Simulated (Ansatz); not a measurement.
# What a change does: single-point calculation on C₃H₁₀AlB

System: C₃H₁₀AlB, SMILES CCC[BH][AlH2].
Method of run A: RKS r2SCAN-D4/def2-TZVPP (Ansatz 0.2.0).

The geometry comes from this level: PBE0-D4/def2-TZVP. Text and figures count atoms from 1; the logs count them from 0 in places.

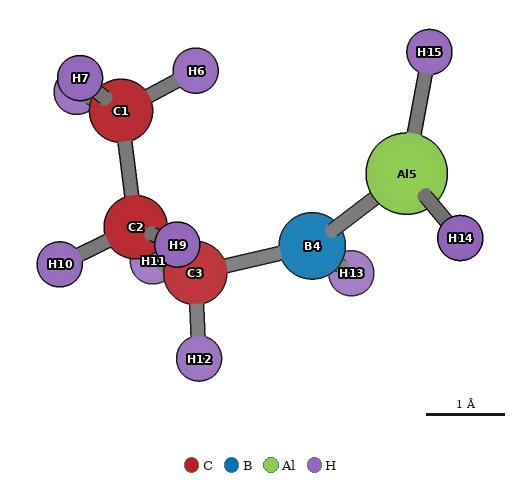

Fig. 1: The structure as given in the input (ball-and-stick view, seen at a tilt; atoms are numbered from 1 in the order of the input). Sticks mark near contacts.

**Input, run A**
```yaml
crystal:
  periodic: [false, false, false]
  atoms:
    - {symbol: C, position_ang: [0.246280, -1.726151, -0.220633]}
    - {symbol: C, position_ang: [1.141647, -0.498692, -0.218091]}
    - {symbol: C, position_ang: [0.517397, 0.671717, -0.967807]}
    - {symbol: B, position_ang: [-0.734371, 1.370196, -0.359889]}
    - {symbol: Al, position_ang: [-1.459375, 1.101903, 1.625435]}
    - {symbol: H, position_ang: [-0.731678, -1.507926, 0.223561]}
    - {symbol: H, position_ang: [0.687085, -2.553199, 0.340059]}
    - {symbol: H, position_ang: [0.062991, -2.073593, -1.241391]}
    - {symbol: H, position_ang: [1.348180, -0.194698, 0.816261]}
    - {symbol: H, position_ang: [2.112775, -0.759375, -0.652247]}
    - {symbol: H, position_ang: [0.359551, 0.421396, -2.026081]}
    - {symbol: H, position_ang: [1.228013, 1.520732, -1.015576]}
    - {symbol: H, position_ang: [-1.281809, 2.169048, -1.079278]}
    - {symbol: H, position_ang: [-0.856776, 1.908524, 2.864908]}
    - {symbol: H, position_ang: [-2.661806, 0.099518, 1.940171]}
basis:
  gaussian: {orbitals: def2-TZVPP}
hamiltonian: {xc: r2scan, dispersion: d4}
output: {forces: true, orbitals: {seedname: orbitals}}
```

Command:
```bash
ansatz run in.yaml --threads 4 --pin off --events-out ev --progress --plain --max-ram 10444MiB
```

Hardware: 4 threads of Arm Neoverse V2, 23 GiB of memory available, shared host.

**Output (run A)**
```
Functional definition: r2SCAN
  parameter k0 = 0.174
  parameter k1 = 0.065
  parameter a1 = 4.9479
  exchange = r2scan_x(k0 = k0, k1 = k1, a1 = a1)
  correlation = r2scan_c
1568 factors; their error is unknown
mean field evaluation 1: about -10530.5756 eV, gradient 7.4e1 eV
mean field evaluation 2: about -10490.9825 eV, gradient 1.3e2 eV
mean field evaluation 4: about -10544.0396 eV, gradient 1.0e1 eV
mean field evaluation 8: about -10544.3024 eV, gradient 2.3e-1 eV
mean field evaluation 16: about -10544.2623 eV, gradient 8.2e-4 eV
mean field -10544.26232006 eV, -387.4944931046 hartree, gradient 2.4e-5 eV, S^2 0.000000; 0 other end points of the search recorded, 0 dependent functions left out
the calculation of the forces begins
reference -10544.26233710 eV, -387.4944937306 hartree; 23, 23 occupied and 283, 283 virtual orbitals, 1568 factors
Total energy: -10544.33947992 eV, -387.4973286770 hartree
Atom 0 at     0.246280    -1.726151    -0.220633 Å, force    -0.067038    -0.116451    -0.002125 eV/Å
Atom 1 at     1.141647    -0.498692    -0.218091 Å, force     0.153204    -0.017395     0.061297 eV/Å
Atom 2 at     0.517397     0.671717    -0.967807 Å, force    -0.085479     0.094279    -0.067466 eV/Å
Atom 3 at    -0.734371     1.370196    -0.359889 Å, force    -0.048424     0.021856     0.053951 eV/Å
Atom 4 at    -1.459375     1.101903     1.625435 Å, force    -0.003828     0.003287    -0.006972 eV/Å
Atom 5 at    -0.731678    -1.507926     0.223561 Å, force     0.010921     0.004691    -0.008646 eV/Å
Atom 6 at     0.687085    -2.553199     0.340059 Å, force    -0.010493     0.009535    -0.009977 eV/Å
Atom 7 at     0.062991    -2.073593    -1.241391 Å, force     0.000848     0.007343     0.011033 eV/Å
Atom 8 at     1.348180    -0.194698     0.816261 Å, force    -0.002226     0.005073     0.004851 eV/Å
Atom 9 at     2.112775    -0.759375    -0.652247 Å, force     0.003919    -0.008119     0.001978 eV/Å
Atom 10 at     0.359551     0.421396    -2.026081 Å, force     0.022569    -0.003792    -0.010320 eV/Å
Atom 11 at     1.228013     1.520732    -1.015576 Å, force     0.002540     0.004081    -0.013455 eV/Å
Atom 12 at    -1.281809     2.169048    -1.079278 Å, force     0.016506    -0.010449    -0.000087 eV/Å
Atom 13 at    -0.856776     1.908524     2.864908 Å, force    -0.011149    -0.014691    -0.015198 eV/Å
Atom 14 at    -2.661806     0.099518     1.940171 Å, force     0.018128     0.020751     0.001134 eV/Å
Dipole moment:     0.205518    -0.050042    -0.233615 e Å
```

For run B the input was changed thus:
```diff
-hamiltonian: {xc: r2scan, dispersion: d4}
+hamiltonian: {xc: pbe, dispersion: d4}
```

How does run B compare with run A?

The total energies belong to different models, so their difference says nothing on which is more stable or more accurate. The largest force goes from 0.166 to 0.231 eV/Å. The HOMO goes from −6.07 to −5.85 eV. The LUMO goes from −2.36 to −2.66 eV. On the same kind of shared host run B took about 0.52 times as long.

**Output (run B)**
```
Functional definition: PBE
  parameter kappa = 0.804
  parameter beta = 0.06672455060314922
  exchange = pbe_x(kappa = kappa, mu = beta*pi^2/3)
  correlation = pbe_c(beta = beta)
1568 factors; their error is unknown
mean field evaluation 1: about -10520.8763 eV, gradient 8.2e1 eV
mean field evaluation 2: about -10431.0478 eV, gradient 1.7e2 eV
mean field evaluation 4: about -10537.3546 eV, gradient 1.3e1 eV
mean field evaluation 8: about -10537.8325 eV, gradient 1.1e-1 eV
mean field evaluation 16: about -10537.7966 eV, gradient 1.3e-2 eV
mean field -10537.79659510 eV, -387.2568820950 hartree, gradient 1.4e-5 eV, S^2 0.000000; 0 other end points of the search recorded, 0 dependent functions left out
the calculation of the forces begins
reference -10537.79665374 eV, -387.2568842496 hartree; 23, 23 occupied and 283, 283 virtual orbitals, 1568 factors
Total energy: -10538.09185085 eV, -387.2677325437 hartree
Atom 0 at     0.246280    -1.726151    -0.220633 Å, force     0.014240    -0.026942     0.007152 eV/Å
Atom 1 at     1.141647    -0.498692    -0.218091 Å, force     0.029172    -0.011474     0.004850 eV/Å
Atom 2 at     0.517397     0.671717    -0.967807 Å, force    -0.155564     0.010669     0.102086 eV/Å
Atom 3 at    -0.734371     1.370196    -0.359889 Å, force    -0.009767    -0.019022     0.095412 eV/Å
Atom 4 at    -1.459375     1.101903     1.625435 Å, force     0.040298     0.012520    -0.119611 eV/Å
Atom 5 at    -0.731678    -1.507926     0.223561 Å, force    -0.197157     0.047134     0.087278 eV/Å
Atom 6 at     0.687085    -2.553199     0.340059 Å, force     0.077869    -0.170326     0.107155 eV/Å
Atom 7 at     0.062991    -2.073593    -1.241391 Å, force    -0.043844    -0.076686    -0.200110 eV/Å
Atom 8 at     1.348180    -0.194698     0.816261 Å, force     0.043450     0.065024     0.200448 eV/Å
Atom 9 at     2.112775    -0.759375    -0.652247 Å, force     0.205023    -0.055850    -0.081270 eV/Å
Atom 10 at     0.359551     0.421396    -2.026081 Å, force    -0.016648    -0.032432    -0.228095 eV/Å
Atom 11 at     1.228013     1.520732    -1.015576 Å, force     0.127997     0.180161    -0.032963 eV/Å
Atom 12 at    -1.281809     2.169048    -1.079278 Å, force    -0.065068     0.090495    -0.070618 eV/Å
Atom 13 at    -0.856776     1.908524     2.864908 Å, force     0.039232     0.056194     0.096959 eV/Å
Atom 14 at    -2.661806     0.099518     1.940171 Å, force    -0.089232    -0.069464     0.031325 eV/Å
Dipole moment:     0.210906    -0.052196    -0.233257 e Å
```

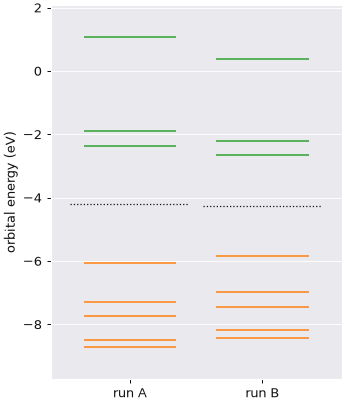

Fig. 2: The five highest filled and three lowest empty orbital energies of the two runs; the dotted lines part filled from empty levels. The HOMO–LUMO gap is 3.72 eV in run A and 3.19 eV in run B.

**The two runs side by side**

| quantity | run A | run B |
| --- | --- | --- |
| outcome | converged | converged |
| total energy (hartree) | −387.497329 | −387.267733 |
| HOMO (eV) | −6.07 | −5.85 |
| LUMO (eV) | −2.36 | −2.66 |
| dipole moment (D) | 1.51 | 1.53 |
| largest force (eV/Å) | 0.166 | 0.231 |
| basis functions | 306 | 306 |
| wall time (shared host) | 6 s | 3.1 s |
